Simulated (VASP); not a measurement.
# Driving VASP from ASE on TiAs, part 3 of 4

Do ASE scripts that read TiAs from different structure formats give one answer, and do several routes find one equilibrium volume? All runs use PBEsol. Left out of this account: 1 further run (fields: a reference on another mesh). The start is a computed cell from the Materials Project.

VASP 6.6.1; PBEsol; plane waves and PAW (Ti_sv, As).

So far. Step 2 (Total energy, forces and stress (PBEsol, through ASE)): The pressure is -3.79 GPa and the largest force 0.067 eV/Å, so the cell is not at a minimum at these settings. Step 3 (Self-consistent run (PBEsol, through ASE)): The energy lies +0.98 meV an atom from the first script, on another mesh.

## 4. Full relaxation (PBEsol, through ASE)

The start need not lie at this functional's minimum. ISIF = 3 frees volume, shape and positions, and EDIFFG sets the threshold on forces and stress at which the search stops.

run.py

```python
import numpy as np
from ase.calculators.vasp import Vasp
from ase.io import read

atoms = read('TiAs.cif')

calc = Vasp(
    xc='pbesol',
    pp='PBE',
    prec='Accurate',
    encut=400,
    ediff=1e-06,
    nelm=100,
    ismear=-1,
    sigma=0.05,
    lreal=False,
    algo='Normal',
    nbands=42,
    lasph=True,
    lorbit=11,
    lwave=False,
    lcharg=False,
    kpar=8,
    ibrion=2,
    nsw=60,
    isif=3,
    ediffg=-0.01,
    pp_version='64',
    setups={'Ti': '_sv', 'As': ''},
    kpts=(10, 10, 3),
    gamma=True,
    txt='vasp.out',
)
atoms.calc = calc

print("energy (eV):", round(atoms.get_potential_energy(), 6))
print("Fermi level (eV):", round(calc.get_fermi_level(), 4))
print("forces (eV/A):")
print(np.round(atoms.get_forces(), 4))
print("stress (GPa, Voigt, tension positive):", np.round(atoms.get_stress() * 160.21766, 3))
print("cell (A, degrees):", np.round(atoms.cell.cellpar(), 4))
print("volume (A^3):", round(atoms.get_volume(), 4))
print("positions:")
print(np.round(atoms.get_scaled_positions(), 5))
```

TiAs.cif

```cif
data_TiAs
_cell_length_a 3.64445350
_cell_length_b 3.64445350
_cell_length_c 12.04348028
_cell_angle_alpha 90.00000000
_cell_angle_beta 90.00000000
_cell_angle_gamma 120.00000000
_space_group_name_H-M_alt 'P1'
_space_group_name_Hall 'P 1'
_space_group_IT_number 1
loop_
_space_group_symop_operation_xyz
'x,y,z'
loop_
_atom_site_label
_atom_site_type_symbol
_atom_site_symmetry_multiplicity
_atom_site_Wyckoff_symbol
_atom_site_fract_x
_atom_site_fract_y
_atom_site_fract_z
_atom_site_occupancy
Ti1 Ti 1 a 0.3333333300 0.6666666700 0.1174929600 1
Ti2 Ti 1 a 0.6666666700 0.3333333300 0.6174929600 1
Ti3 Ti 1 a 0.6666666700 0.3333333300 0.8825070400 1
Ti4 Ti 1 a 0.3333333300 0.6666666700 0.3825070400 1
As1 As 1 a 0.0000000000 0.0000000000 0.0000000000 1
As2 As 1 a 0.0000000000 0.0000000000 0.5000000000 1
As3 As 1 a 0.3333333300 0.6666666700 0.7500000000 1
As4 As 1 a 0.6666666700 0.3333333300 0.2500000000 1
```

The projector-augmented-wave data sets are Ti_sv and As (PBE family, release 64).

Launch:

```
> export ASE_VASP_COMMAND="mpirun -np 8 vasp_std"
> python run.py
```

Log:

```text
energy (eV): -61.665728
Fermi level (eV): 8.1045
forces (eV/A):
[[-0.      0.      0.0046]
 [ 0.     -0.      0.0046]
 [ 0.     -0.     -0.0046]
 [-0.     -0.     -0.0046]
 [-0.     -0.      0.    ]
 [-0.     -0.      0.    ]
 [ 0.     -0.      0.    ]
 [-0.      0.      0.    ]]
stress (GPa, Voigt, tension positive): [ 0.07   0.07   0.075 -0.    -0.    -0.   ]
cell (A, degrees): [  3.6021   3.6021  11.9602  90.      90.     120.    ]
volume (A^3): 134.3905
positions:
[[0.33333 0.66667 0.11711]
 [0.66667 0.33333 0.61711]
 [0.66667 0.33333 0.88289]
 [0.33333 0.66667 0.38289]
 [1.      0.      0.     ]
 [1.      0.      0.5    ]
 [0.33333 0.66667 0.75   ]
 [0.66667 0.33333 0.25   ]]
```

Wall time 48 s (8 MPI ranks of Intel Xeon 6975P-C (Granite Rapids), shared host); peak memory 2.4 GiB.

ASE turned this into the INCAR:

```
ENCUT = 400.000000
SIGMA = 0.050000
EDIFF = 1.00e-06
EDIFFG = -1.00e-02
ALGO = Normal
GGA = PS
PREC = Accurate
IBRION = 2
ISIF = 3
ISMEAR = -1
KPAR = 8
LORBIT = 11
NBANDS = 42
NELM = 100
NSW = 60
LASPH = .TRUE.
LCHARG = .FALSE.
LWAVE = .FALSE.
LREAL = .FALSE.
```

ASE turned this into the KPOINTS:

```
KPOINTS created by Atomic Simulation Environment
0
Gamma
10 10 3
0 0 0
```

vasp.out:

```text
[... set-up lines as in an earlier step ...]
 entering main loop
       N       E                     dE             d eps       ncg     rms          rms(c)
DAV:   1     0.752485531009E+03    0.75249E+03   -0.28798E+04  2352   0.151E+03
DAV:   2     0.422880428858E+02   -0.71020E+03   -0.69512E+03  2352   0.488E+02
DAV:   3    -0.594885102729E+02   -0.10178E+03   -0.99969E+02  3648   0.159E+02
DAV:   4    -0.703890487035E+02   -0.10901E+02   -0.10861E+02  3520   0.468E+01
DAV:   5    -0.709861722511E+02   -0.59712E+00   -0.59669E+00  3536   0.103E+01    0.231E+01
DAV:   6    -0.620415393332E+02    0.89446E+01   -0.77237E+01  3040   0.519E+01    0.618E+00
DAV:   7    -0.616743507114E+02    0.36719E+00   -0.92995E+00  3232   0.177E+01    0.409E+00
DAV:   8    -0.616286953979E+02    0.45655E-01   -0.71633E-01  3228   0.440E+00    0.104E+00
DAV:   9    -0.616254880785E+02    0.32073E-02   -0.11693E-01  3470   0.222E+00    0.399E-01
DAV:  10    -0.616266175129E+02   -0.11294E-02   -0.44516E-03  3382   0.461E-01    0.741E-02
DAV:  11    -0.616265853445E+02    0.32168E-04   -0.89402E-04  3774   0.184E-01    0.342E-02
DAV:  12    -0.616265742133E+02    0.11131E-04   -0.14050E-04  3480   0.638E-02    0.105E-02
DAV:  13    -0.616265696043E+02    0.46090E-05   -0.18022E-05  3392   0.296E-02    0.320E-03
DAV:  14    -0.616265704377E+02   -0.83334E-06   -0.57551E-07  1942   0.633E-03
   1 F= -.61626570E+02 E0= -.61612725E+02  d E =-.616266E+02
 curvature:   0.00 expect dE= 0.000E+00 dE for cont linesearch  0.000E+00
 trial: gam= 0.00000 g(F)=  0.869E-03 g(S)=  0.194E+00 ort = 0.000E+00 (trialstep = 0.100E+01)
 search vector abs. value=  0.195E+00
 bond charge predicted
       N       E                     dE             d eps       ncg     rms          rms(c)
DAV:   1    -0.639745758021E+02   -0.23480E+01   -0.60223E+01  2912   0.678E+01    0.127E+01
DAV:   2    -0.619292465507E+02    0.20453E+01   -0.17263E+01  2974   0.293E+01    0.375E+00
DAV:   3    -0.616201841428E+02    0.30906E+00   -0.12623E+00  3002   0.568E+00    0.169E+00
DAV:   4    -0.615986221220E+02    0.21562E-01   -0.55279E-01  3256   0.337E+00    0.103E+00
DAV:   5    -0.616100927897E+02   -0.11471E-01   -0.47851E-02  3194   0.144E+00    0.510E-01
DAV:   6    -0.616297998904E+02   -0.19707E-01   -0.29207E-02  3672   0.594E-01    0.177E-01
DAV:   7    -0.616307333769E+02   -0.93349E-03   -0.73369E-03  3388   0.367E-01    0.106E-01
DAV:   8    -0.616311829931E+02   -0.44962E-03   -0.10838E-03  3344   0.143E-01    0.566E-02
DAV:   9    -0.616311937892E+02   -0.10796E-04   -0.46769E-04  3374   0.104E-01    0.128E-02
DAV:  10    -0.616312090122E+02   -0.15223E-04   -0.42080E-05  3232   0.235E-02    0.639E-03
DAV:  11    -0.616312070017E+02    0.20105E-05   -0.31734E-06  2382   0.876E-03    0.484E-03
DAV:  12    -0.616312069578E+02    0.43942E-07   -0.10830E-06  1808   0.583E-03
   2 F= -.61631207E+02 E0= -.61618494E+02  d E =-.463652E-02
[...]
3 F= -.61678242E+02 E0= -.61665030E+02  d E =-.516716E-01
[...]
4 F= -.61678221E+02 E0= -.61665018E+02  d E =-.516504E-01
[...]
5 F= -.61678861E+02 E0= -.61665642E+02  d E =-.640283E-03
[...]
6 F= -.61678975E+02 E0= -.61665745E+02  d E =-.754482E-03
[...]
7 F= -.61678980E+02 E0= -.61665750E+02  d E =-.759177E-03
 curvature:  -0.76 expect dE=-0.764E-04 dE for cont linesearch -0.328E-07
 trial: gam= 0.05555 g(F)=  0.173E-04 g(S)=  0.837E-04 ort =-0.665E-05 (trialstep = 0.103E+01)
 search vector abs. value=  0.103E-03
 bond charge predicted
       N       E                     dE             d eps       ncg     rms          rms(c)
DAV:   1    -0.616799355873E+02   -0.95586E-03   -0.28382E-02  3188   0.168E+00    0.271E-01
DAV:   2    -0.616791214720E+02    0.81412E-03   -0.89215E-03  3054   0.675E-01    0.812E-02
DAV:   3    -0.616789774966E+02    0.14398E-03   -0.10191E-03  3408   0.159E-01    0.332E-02
DAV:   4    -0.616789750116E+02    0.24850E-05   -0.22011E-04  3736   0.744E-02    0.199E-02
DAV:   5    -0.616789839613E+02   -0.89498E-05   -0.22541E-05  2830   0.275E-02    0.898E-03
DAV:   6    -0.616789858846E+02   -0.19233E-05   -0.20241E-05  3342   0.151E-02    0.220E-03
DAV:   7    -0.616789867498E+02   -0.86516E-06   -0.16990E-06  1898   0.681E-03
   8 F= -.61678987E+02 E0= -.61665728E+02  d E =-.670535E-05
 trial-energy change:   -0.000007  1 .order   -0.000018   -0.000104    0.000067
 step:   0.5197(harm=  0.6266)  dis= 0.00018  next Energy=   -61.679005 (dE=-0.246E-04)
 reached required accuracy - stopping structural energy minimisation
```

Parts of OUTCAR (step 4):

```text
 Found     28 irreducible k-points:

   NELECT =      68.0000    total number of electrons

 E-fermi :   8.1045

 k-point     1 :       0.0000    0.0000    0.0000
  band No.  band energies     occupation
    ...
     30       7.3041      2.00000
     31       7.8326      1.99135
     32       7.8326      1.99135
     33       7.9399      1.92840
     34       7.9399      1.92840
     35       8.5284      0.00042
     36       8.5284      0.00042
     37       8.6277      0.00006
     38       8.6277      0.00006
     39       8.7808      0.00000
    ...

 k-point     2 :       0.1000    0.0000    0.0000
  band No.  band energies     occupation
    ...
     31       7.3083      2.00000
     32       7.4502      2.00000
     33       7.4817      1.99999
     34       8.0485      1.50793
     35       8.1575      0.51451
     36       8.4892      0.00091
     37       8.5535      0.00025
     38       8.6003      0.00010
     39       9.1936      0.00000
     40       9.2882      0.00000
    ...

  Total       -0.0583344     -0.0583344     -0.0630134     -0.0000000      0.0000000      0.0000000
  in kB       -0.6954516     -0.6954516     -0.7512335     -0.0000000      0.0000000      0.0000000
  external PRESSURE =      -0.7140455 kB  Pullay stress =       0.0000000 kB

  energy-cutoff  :      400.00
  volume of cell :      134.39
      direct lattice vectors                 reciprocal lattice vectors
     3.602050431 -0.000000000  0.000000000     0.277619656  0.160283783 -0.000000000
    -1.801025216  3.119467179 -0.000000000     0.000000000  0.320567566 -0.000000000
     0.000000000  0.000000000 11.960198589    -0.000000000  0.000000000  0.083610652

 POSITION                                       TOTAL-FORCE (eV/Angst)
 -----------------------------------------------------------------------------------
     -0.00000      2.07964      1.40071        -0.000000      0.000000      0.004571
      1.80103      1.03982      7.38081         0.000000     -0.000000      0.004571
      1.80103      1.03982     10.55949         0.000000     -0.000000     -0.004571
     -0.00000      2.07964      4.57939        -0.000000     -0.000000     -0.004571
      3.60205     -0.00000      0.00000        -0.000000     -0.000000      0.000000
      3.60205     -0.00000      5.98010        -0.000000     -0.000000      0.000000
     -0.00000      2.07964      8.97015         0.000000     -0.000000      0.000000
      1.80103      1.03982      2.99005        -0.000000      0.000000      0.000000
 -----------------------------------------------------------------------------------
    total drift:                                0.000013     -0.000007      0.000017

  FREE ENERGIE OF THE ION-ELECTRON SYSTEM (eV)
  ---------------------------------------------------
  free  energy   TOTEN  =       -61.6789867498 eV

  energy  without entropy=      -61.6524699092  energy(sigma->0) =      -61.66572833

 reached required accuracy - stopping structural energy minimisation

 total charge
# of ion       s       p       d       tot
------------------------------------------
    1        2.164   6.136   1.991  10.291
    2        2.164   6.136   1.991  10.291
    3        2.164   6.136   1.991  10.291
    4        2.164   6.136   1.991  10.291
    5        1.213   1.708   0.065   2.986
    6        1.213   1.708   0.065   2.986
    7        1.210   1.618   0.045   2.873
    8        1.210   1.618   0.045   2.873
--------------------------------------------------
tot         13.500  31.197   8.185  52.882

[... 6 parts as in an earlier step ...]

[... 7 further parts left out ...]
```

CONTCAR:

```
Ti As
   1.00000000000000
     3.6020504314593884   -0.0000000000000000    0.0000000000000000
    -1.8010252157296933    3.1194671793565285   -0.0000000000000000
     0.0000000000000000    0.0000000000000000   11.9601985885646211
  Ti              As
     4     4
Direct
     0.3333333300000021    0.6666666699999979    0.1171142594521938
     0.6666666699999979    0.3333333300000021    0.6171142594521937
     0.6666666699999979    0.3333333300000021    0.8828857405478063
     0.3333333300000021    0.6666666699999979    0.3828857405478062
     1.0000000000000000    0.0000000000000000    0.0000000000000000
     1.0000000000000000    0.0000000000000000    0.5000000000000000
     0.3333333300000021    0.6666666699999979    0.7500000000000000
     0.6666666699999979    0.3333333300000021    0.2500000000000000
```

The run keeps the 24 symmetry operations of its start, so it cannot find a distortion of lower symmetry.

Step by step:

```csv
step,energy less that of the first step (eV),largest force (eV/Å),pressure (GPa),volume (Å³)
1,0.0000,0.0671,-3.79,138.53
2,-0.0046,0.0157,4.07,130.49
3,-0.0517,0.0430,0.00,134.32
4,-0.0517,0.0426,0.05,134.24
5,-0.0523,0.0133,0.07,134.23
6,-0.0524,0.0113,0.07,134.23
7,-0.0524,0.0095,0.08,134.23
8,-0.0524,0.0046,-0.07,134.39
```

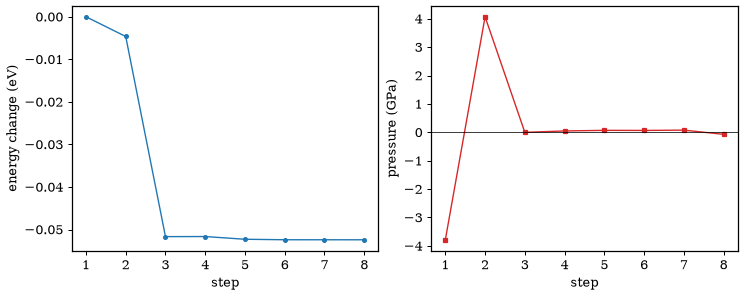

Energy and pressure along the relaxation.

```csv
"conventional cell, symmetrised",before,after,change
a (Å),3.644,3.602,-1.2 %
b (Å),3.644,3.602,-1.2 %
c (Å),12.043,11.960,-0.7 %
volume (Å³/atom),17.32,16.80,-3.0 %
```

The relaxed structure:

```
Ti As
1.0
     3.60205    0.00000    0.00000
    -1.80103    3.11947    0.00000
     0.00000    0.00000   11.96020
Ti As
4 4
Direct
  0.33333 0.66667 0.11711
  0.66667 0.33333 0.61711
  0.66667 0.33333 0.88289
  0.33333 0.66667 0.38289
  0.00000 0.00000 0.00000
  0.00000 0.00000 0.50000
  0.33333 0.66667 0.75000
  0.66667 0.33333 0.25000
```

Numbers from this step:

- irreducible k points: 28
- free energy (TOTEN): -61.6790 eV
- energy at zero smearing: -61.6657 eV
- Fermi energy: 8.104 eV
- pressure: -0.07140 GPa
- SCF cycles over all ionic steps: 65

It ends with a largest force of 0.005 eV/Å and a pressure of -0.07 GPa.

## 5. Energy against volume, from ASE (PBEsol)

An ASE loop scales the volume and fits the energies, which gives the bulk modulus from energies alone.

run.py

```python
import numpy as np
from ase.calculators.vasp import Vasp
from ase.io import read
from ase.eos import EquationOfState
from ase.units import GPa

atoms = read('structure.vasp')

calc = Vasp(
    xc='pbesol',
    pp='PBE',
    prec='Accurate',
    encut=400,
    ediff=1e-06,
    nelm=100,
    ismear=-1,
    sigma=0.05,
    lreal=False,
    algo='Normal',
    nbands=42,
    lasph=True,
    lorbit=11,
    lwave=False,
    lcharg=False,
    kpar=8,
    isif=2,
    pp_version='64',
    setups={'Ti': '_sv', 'As': ''},
    kpts=(10, 10, 3),
    gamma=True,
    txt='vasp.out',
)
atoms.calc = calc

cell, volumes, energies = atoms.get_cell(), [], []
for x in [0.94, 0.96, 0.98, 1.0, 1.02, 1.04, 1.06]:
    atoms.set_cell(cell * x ** (1 / 3), scale_atoms=True)
    volumes.append(atoms.get_volume())
    energies.append(atoms.get_potential_energy())
    print(f"{x:.2f}  V = {volumes[-1]:.4f} A^3  E = {energies[-1]:.6f} eV")
v0, e0, b0 = EquationOfState(volumes, energies, eos="birchmurnaghan").fit()
print(f"V0 = {v0:.4f} A^3  E0 = {e0:.6f} eV  B0 = {b0 / GPa:.2f} GPa")
```

structure.vasp

```
TiAs
1.0
    3.6444535024      0.0000000000      0.0000000000
   -1.8222267512      3.1561893160      0.0000000000
    0.0000000000      0.0000000000     12.0434802800
Ti As
4 4
Direct
    0.3333333300      0.6666666700      0.1174929600
    0.6666666700      0.3333333300      0.6174929600
    0.6666666700      0.3333333300      0.8825070400
    0.3333333300      0.6666666700      0.3825070400
    0.0000000000      0.0000000000      0.0000000000
    0.0000000000      0.0000000000      0.5000000000
    0.3333333300      0.6666666700      0.7500000000
    0.6666666700      0.3333333300      0.2500000000
```

Log:

```text
0.94  V = 130.2193 A^3  E = -61.593819 eV
0.96  V = 132.9899 A^3  E = -61.648100 eV
0.98  V = 135.7605 A^3  E = -61.652520 eV
1.00  V = 138.5312 A^3  E = -61.612725 eV
1.02  V = 141.3018 A^3  E = -61.532802 eV
1.04  V = 144.0724 A^3  E = -61.417133 eV
1.06  V = 146.8430 A^3  E = -61.269386 eV
V0 = 134.6331 A^3  E0 = -61.656402 eV  B0 = 130.62 GPa
```

Wall time 72 s (8 MPI ranks); peak memory 2.1 GiB.

ASE turned this into the INCAR:

```
ENCUT = 400.000000
SIGMA = 0.050000
EDIFF = 1.00e-06
ALGO = Normal
GGA = PS
PREC = Accurate
ISIF = 2
ISMEAR = -1
KPAR = 8
LORBIT = 11
NBANDS = 42
NELM = 100
LASPH = .TRUE.
LCHARG = .FALSE.
LWAVE = .FALSE.
LREAL = .FALSE.
```

The KPOINTS that ASE wrote:

```
KPOINTS created by Atomic Simulation Environment
0
Gamma
10 10 3
0 0 0
```

vasp.out (the last of its runs):

```text
[banner, memory and clock lines left out]
running    8 mpi-ranks, on    1 nodes
 distrk:  each k-point on    1 cores,    8 groups
 distr:  one band on    1 cores,    1 groups

 POSCAR found type information on POSCAR TiAs
 POSCAR found :  2 types and       8 ions
 [... a notice as in an earlier step ...]

 [... a notice as in an earlier step ...]

 LDA part: xc-table for (Slater+PW92), standard interpolation
 POSCAR, INCAR and KPOINTS ok, starting setup
 FFT: planning ... GRIDC
 FFT: planning ... GRID_SOFT
 FFT: planning ... GRID
 WAVECAR not read
 WARNING: random wavefunctions but no delay for mixing, default for NELMDL
 entering main loop
       N       E                     dE             d eps       ncg     rms          rms(c)
DAV:   1     0.740025127211E+03    0.74003E+03   -0.28889E+04  2352   0.149E+03
DAV:   2     0.402361002939E+02   -0.69979E+03   -0.68517E+03  2364   0.481E+02
DAV:   3    -0.597761060317E+02   -0.10001E+03   -0.98374E+02  3668   0.157E+02
DAV:   4    -0.706397588172E+02   -0.10864E+02   -0.10815E+02  3584   0.458E+01
DAV:   5    -0.712346602694E+02   -0.59490E+00   -0.59436E+00  3512   0.101E+01    0.220E+01
DAV:   6    -0.618875971479E+02    0.93471E+01   -0.85392E+01  3076   0.524E+01    0.661E+00
DAV:   7    -0.613505135657E+02    0.53708E+00   -0.11781E+01  3208   0.189E+01    0.371E+00
DAV:   8    -0.612901288552E+02    0.60385E-01   -0.94305E-01  3330   0.484E+00    0.123E+00
DAV:   9    -0.612834868833E+02    0.66420E-02   -0.13830E-01  3408   0.243E+00    0.389E-01
DAV:  10    -0.612848011952E+02   -0.13143E-02   -0.60483E-03  3642   0.504E-01    0.114E-01
DAV:  11    -0.612847242819E+02    0.76913E-04   -0.21730E-03  3544   0.256E-01    0.408E-02
DAV:  12    -0.612847057573E+02    0.18525E-04   -0.36573E-04  3410   0.926E-02    0.101E-02
DAV:  13    -0.612847013376E+02    0.44197E-05   -0.27890E-05  3352   0.346E-02    0.374E-03
DAV:  14    -0.612847022947E+02   -0.95717E-06   -0.72559E-07  2006   0.666E-03
   1 F= -.61284702E+02 E0= -.61269386E+02  d E =-.306318E-01
```

OUTCAR, selected parts (step 5):

```text
   ENCUT  =  400.0 eV  29.40 Ry    5.42 a.u.   6.06  6.06 20.03*2*pi/ulx,y,z

   NELECT =      68.0000    total number of electrons

 E-fermi :   7.1760

 k-point     1 :       0.0000    0.0000    0.0000
  band No.  band energies     occupation
    ...
     30       6.4819      2.00000
     31       6.9315      1.98506
     32       6.9315      1.98506
     33       7.0291      1.89941
     34       7.0291      1.89941
     35       7.5358      0.00150
     36       7.5358      0.00150
     37       7.6013      0.00040
     38       7.6013      0.00040
     39       7.7092      0.00005
    ...

  Total       -8.7613714     -8.7613714     -9.0282684      0.0000000     -0.0000000     -0.0000000
  in kB      -95.5937158    -95.5937158    -98.5057801      0.0000000     -0.0000000     -0.0000000
  external PRESSURE =     -96.5644039 kB  Pullay stress =       0.0000000 kB

 POSITION                                       TOTAL-FORCE (eV/Angst)
 -----------------------------------------------------------------------------------
     -0.00000      2.14539      1.44278         0.000000      0.000000     -0.062024
      1.85797      1.07270      7.58262         0.000000      0.000000     -0.062024
      1.85797      1.07270     10.83691        -0.000000     -0.000000      0.062024
     -0.00000      2.14539      4.69707        -0.000000     -0.000000      0.062024
      0.00000      0.00000      0.00000        -0.000000     -0.000000      0.000000
      0.00000      0.00000      6.13984        -0.000000     -0.000000      0.000000
     -0.00000      2.14539      9.20977        -0.000000      0.000000      0.000000
      1.85797      1.07270      3.06992        -0.000000     -0.000000      0.000000
 -----------------------------------------------------------------------------------
    total drift:                               -0.000060      0.000034     -0.000018

  FREE ENERGIE OF THE ION-ELECTRON SYSTEM (eV)
  ---------------------------------------------------
  free  energy   TOTEN  =       -61.2847022947 eV

  energy  without entropy=      -61.2540704762  energy(sigma->0) =      -61.26938639

[... 4 parts as in an earlier step ...]

[... 12 further parts left out ...]
```

This step gave:

```yaml
bulk_modulus: 130.6 GPa
equilibrium_volume_of_the_fit: 16.83 Å³/atom
```

The fitted volume lies +0.18 % from the relaxed one.

(Continued in part 4 of 4.)

[Lines on the potential files, build, host, timing and source positions are cut from VASP's logs without a mark.]

[Logs are printed without paths, hosts, clocks, repeated set-up lines and the standing remarks that a program may print on its own settings, such as how far it seeks lower states.]

[Hosts, paths, dates, database ids (printed as entryN), source tags and the programs' standing remarks are cut or masked in the printed files.]

[A measured line is paired with the nearest computed mode of its activity, which favours agreement.]
